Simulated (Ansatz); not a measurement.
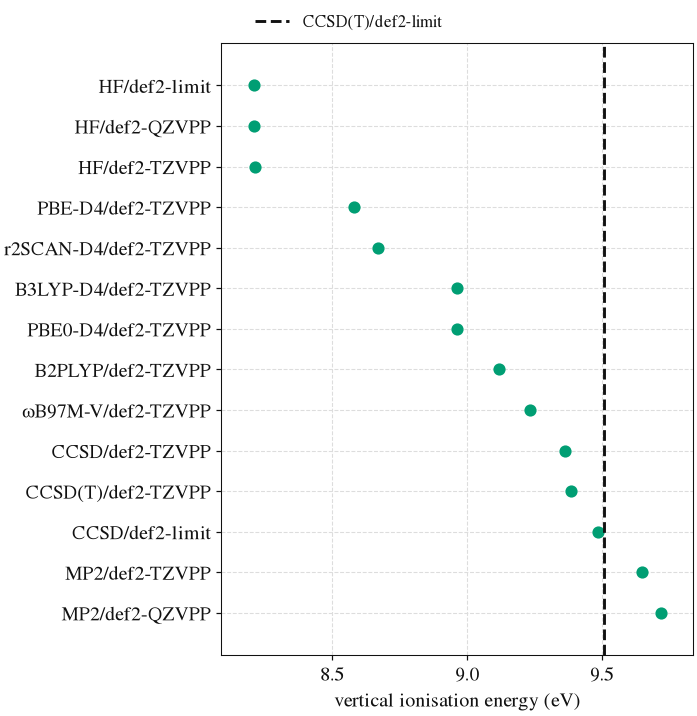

Vertical ionisation energy of C₅H₁₁FGeO, SMILES C=C[CH2][Ge@]([CH3])([F])[O]C, singlet, taken as the energy of the cation less that of the neutral at fixed geometry (unrestricted doublet cation, cores frozen in correlated methods, no spin-orbit coupling), the Ansatz code, at a PBE0-D4/def2-TZVP geometry (no frequency check). Limit means an estimate of the basis limit from triple and quadruple zeta; for coupled cluster it is either extrapolated directly or built as the MP2 limit plus the step from MP2 in triple zeta. B2PLYP/def2-TZVPP holds a correlation term that converges slowly with the basis, so part of the distance to the limit is basis error. The distance of CCSD/def2-TZVPP, CCSD(T)/def2-TZVPP, MP2/def2-TZVPP and MP2/def2-QZVPP to the limit includes basis error.

### What range do the values span, the line included?

From 8.21 eV (HF/def2-limit) to 9.72 eV (MP2/def2-QZVPP).

### Give the values.

| level | eV | less CCSD(T)/def2-limit |
| --- | --- | --- |
| HF/def2-limit | 8.21 | −1.30 |
| HF/def2-QZVPP | 8.21 | −1.30 |
| HF/def2-TZVPP | 8.21 | −1.29 |
| PBE-D4/def2-TZVPP | 8.58 | −0.93 |
| r2SCAN-D4/def2-TZVPP | 8.67 | −0.84 |
| B3LYP-D4/def2-TZVPP | 8.96 | −0.55 |
| PBE0-D4/def2-TZVPP | 8.96 | −0.54 |
| B2PLYP/def2-TZVPP | 9.12 | −0.39 |
| ωB97M-V/def2-TZVPP | 9.23 | −0.28 |
| CCSD/def2-TZVPP | 9.36 | −0.14 |
| CCSD(T)/def2-TZVPP | 9.38 | −0.12 |
| CCSD/def2-limit | 9.49 | −0.02 |
| MP2/def2-TZVPP | 9.65 | 0.14 |
| MP2/def2-QZVPP | 9.72 | 0.21 |
| CCSD(T)/def2-limit | 9.51 | 0.00 |

Caveats, for all or some of the runs: no scalar relativity up to krypton; one conformer of a flexible molecule; outer-core shells are correlated without core-valence functions, which makes the correlated values less sure.
